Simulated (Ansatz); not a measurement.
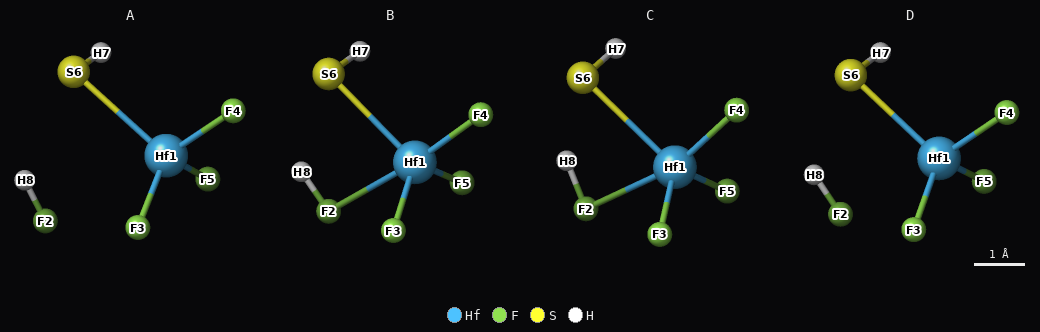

4 geometries from one relaxation of HfH2SF4, in shuffled order. Style: ball-and-stick. Shown at a tilt.

The run prepares an end point of a later path (reaction) calculation, from a guessed geometry.

All numbers below come from RKS PBE/def2-SVP in Ansatz. Settings: no spin polarisation; force threshold 0.03 eV/Å; at most 50 steps.

> Put them in the order of the run, from the start to the converged end.

A, D, B, C. They are steps 0, 2, 3, 10, at +38.7 kJ/mol, +15.0 kJ/mol, +9.79 kJ/mol relative to the last. Over 9 accepted moves (10 points after the start) the energy falls by 38.7 kJ/mol. Largest force component: 0.55 eV/Å at the start, 0.022 eV/Å at the end. The line search rejected the trial step at point 5 of the run. The atom that moves furthest after the best rigid fit is H8 (0.61 Å). By element the largest moves are H 0.61 Å, F 0.54 Å, Hf 0.35 Å, S 0.27 Å. Some distances before and after: Hf1–F2 3.168 → 2.290 Å, Hf1–H8 3.194 → 2.438 Å, S6–H8 2.591 → 1.867 Å, F2–H8 0.937 → 1.042 Å. New bonds form, among them: Hf1–F2 (3.17 → 2.29 Å). Bond angles that change, for instance: F4–Hf1–S6 106.3° → 96.1°, F5–Hf1–S6 111.1° → 117.9°, F3–Hf1–S6 111.6° → 117.4°. Cost: 9.1 s on 4 threads of Intel(R) Xeon(R) 6975P-C (Granite Rapids) (shared host), peak memory 0.19 GiB.

Limits of the set-up: the start holds two separate molecules, 2.6 Å apart at their closest, whose relative position is a soft coordinate and is computed without a dispersion correction.
